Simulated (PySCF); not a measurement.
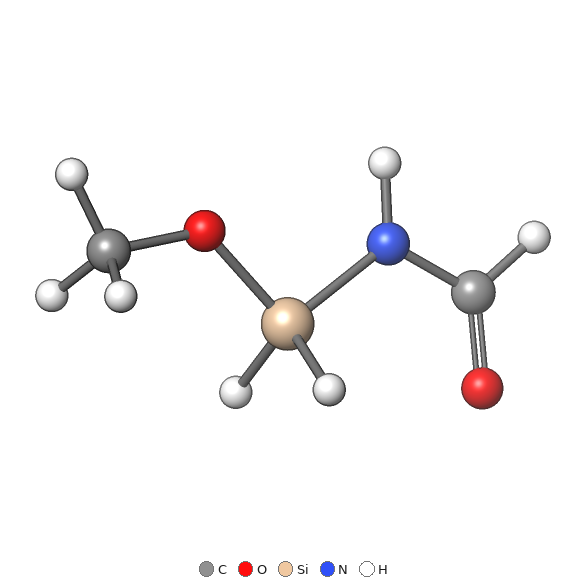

A ball-and-stick model of a molecule.

Computed geometry: PBE0-D3(BJ)/def2-SVP optimisation. No frequency run is at hand to confirm it as a minimum.

Description:

Formula C₂H₇NO₂Si. SMILES: `CO[SiH2]NC=O`. It has no ring. Among its groups: amide, Si–H bond, Si–O bond, Si–N bond. Coordination: 1 C tetrahedral; 1 O bent; 1 Si tetrahedral; 1 N trigonal planar; 1 C trigonal planar.

The parts below concern this one geometry. Atoms keep their numbers from picture to picture.

### Bond orders

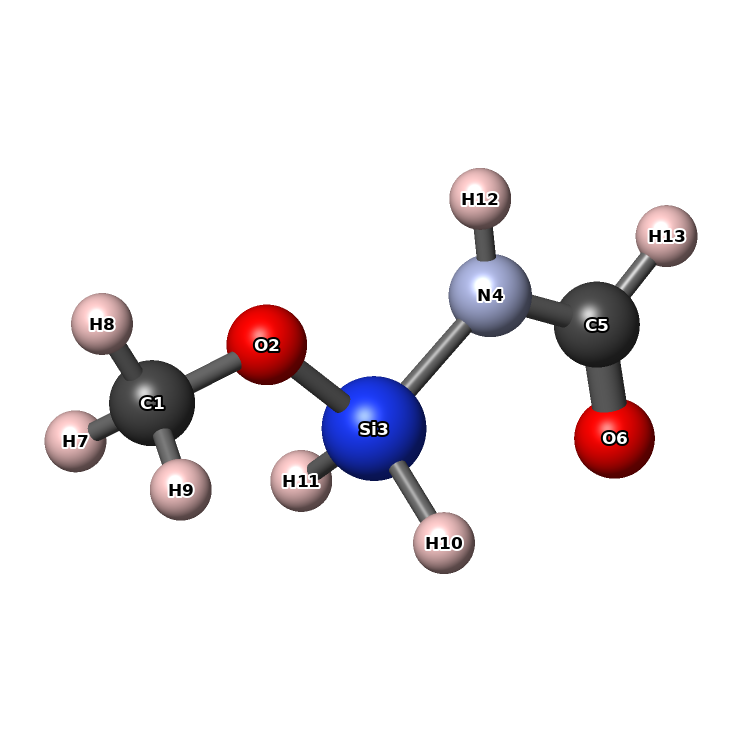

The thickness of each stick grows with its Mayer bond order. No frequency run is at hand to confirm it as a minimum. Computed with PBE0/def2-SVP (PySCF 2.14.0).

List the Mayer bond orders of C1–O2, C1–H7, C1–H8, C1–H9, O2–Si3, Si3–N4, Si3–H10, Si3–H11, N4–C5, N4–H12, C5–O6, C5–H13. Atoms whose distances differ by more than 0.02 Å in this geometry are listed apart.

```
   bond  Mayer order  length (Å)
  C1–O2         0.95       1.399
  C1–H7         0.97       1.106
  C1–H8         0.98       1.101
  C1–H9         0.97       1.106
 O2–Si3         1.06       1.662
 Si3–N4         0.92       1.765
Si3–H10         0.91       1.490
Si3–H11         0.91       1.489
  N4–C5         1.20       1.356
 N4–H12         0.92       1.014
  C5–O6         1.95       1.212
 C5–H13         0.94       1.116
```

### Quadrupole coupling

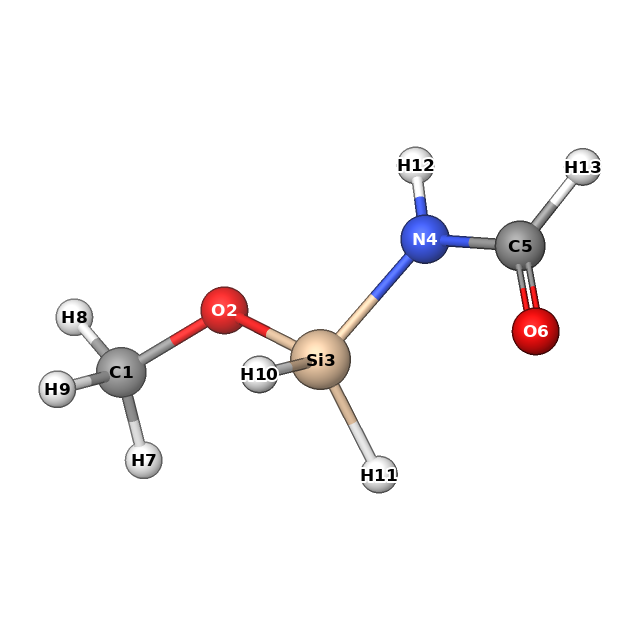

No frequency run is at hand to confirm it as a minimum. Electric field gradients from the ground-state density, PBE0/def2-SVP (PySCF 2.14.0), non-relativistic apart from any core potentials.

Give the largest field-gradient component, the quadrupole coupling constant and the asymmetry for 17O at O2 (Q = −25.6 mb), 14N at N4 (Q = 20.44 mb), 17O at O6 (Q = −25.6 mb), 2H at H7 (Q = 2.86 mb), 2H at H8 (Q = 2.86 mb).

```json
{"atom": "O2", "V_zz (a.u.)": "1.622", "e²qQ/h (MHz)": "−9.75", "η": "0.49"}
{"atom": "N4", "V_zz (a.u.)": "−0.674", "e²qQ/h (MHz)": "−3.24", "η": "0.47"}
{"atom": "O6", "V_zz (a.u.)": "−1.482", "e²qQ/h (MHz)": "8.91", "η": "0.03"}
{"atom": "H7", "V_zz (a.u.)": "0.283", "e²qQ/h (MHz)": "0.190", "η": "0.08"}
{"atom": "H8", "V_zz (a.u.)": "0.293", "e²qQ/h (MHz)": "0.197", "η": "0.06"}
```

### NMR shielding

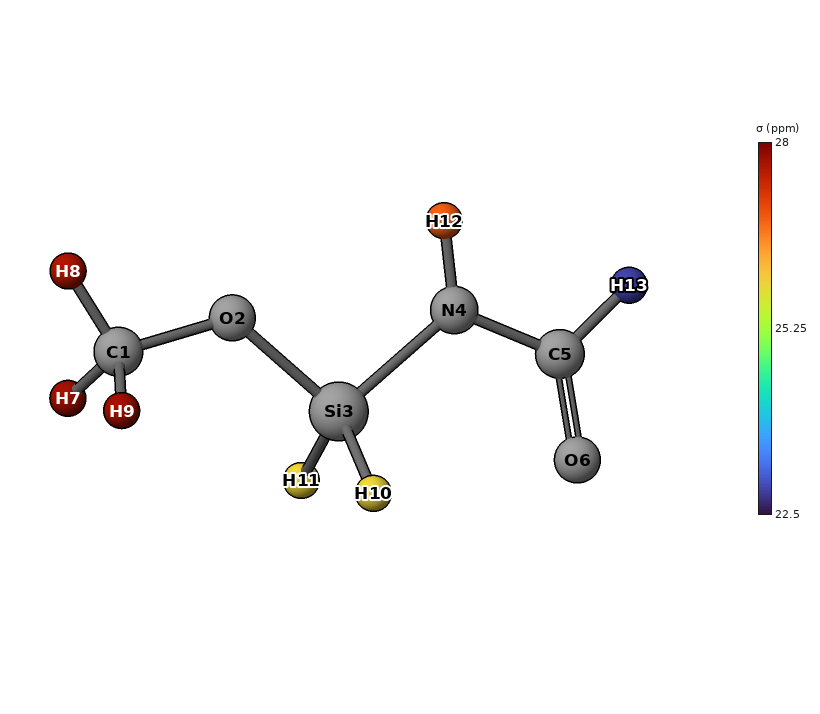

Atoms are coloured by their isotropic NMR shieldings (H only, the others grey). No frequency run is at hand to confirm it as a minimum. Method: GIAO PBE0/cc-pVTZ NMR shielding, non-relativistic, gas phase (PySCF 2.14.0).

Give the isotropic NMR shieldings of the H atoms atom by atom.

```json
{"atom": "H7", "σ (ppm)": "27.73"}
{"atom": "H8", "σ (ppm)": "27.64"}
{"atom": "H9", "σ (ppm)": "27.74"}
{"atom": "H10", "σ (ppm)": "25.91"}
{"atom": "H11", "σ (ppm)": "25.91"}
{"atom": "H12", "σ (ppm)": "26.86"}
{"atom": "H13", "σ (ppm)": "22.88"}
```

### Charges

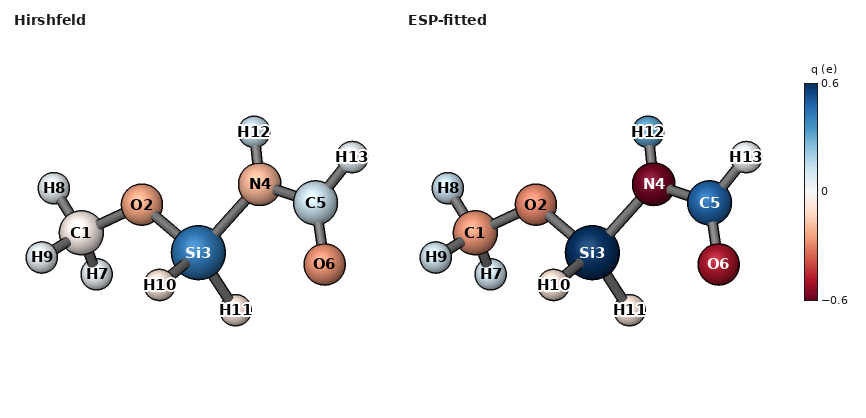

Atomic charges of one calculation by 2 schemes, on one colour scale. No frequency run is at hand to confirm it as a minimum. Computed with PBE0/def2-TZVP (PySCF 2.14.0).

Question: Which scheme gives the most polar picture (largest mean size of the charges)?

Answer: The ESP-fitted charges are the largest in size here.

Question: On which atom do the schemes disagree most?

Answer: On N4 (from −0.58 to −0.20 e).

List the charges (e), one line for each set of equivalent atoms. Atoms whose distances differ by more than 0.02 Å in this geometry are listed apart.

| atom | Hirshfeld | ESP-fitted |
| --- | --- | --- |
| C1 | −0.04 | −0.27 |
| O2 | −0.24 | −0.29 |
| Si3 | 0.43 | 0.59 |
| N4 | −0.20 | −0.58 |
| C5 | 0.14 | 0.48 |
| O6 | −0.27 | −0.49 |
| H7 | 0.04 | 0.11 |
| H8 | 0.05 | 0.14 |
| H9 | 0.04 | 0.11 |
| H10 | −0.07 | −0.08 |
| H11 | −0.07 | −0.08 |
| H12 | 0.14 | 0.32 |
| H13 | 0.05 | 0.03 |
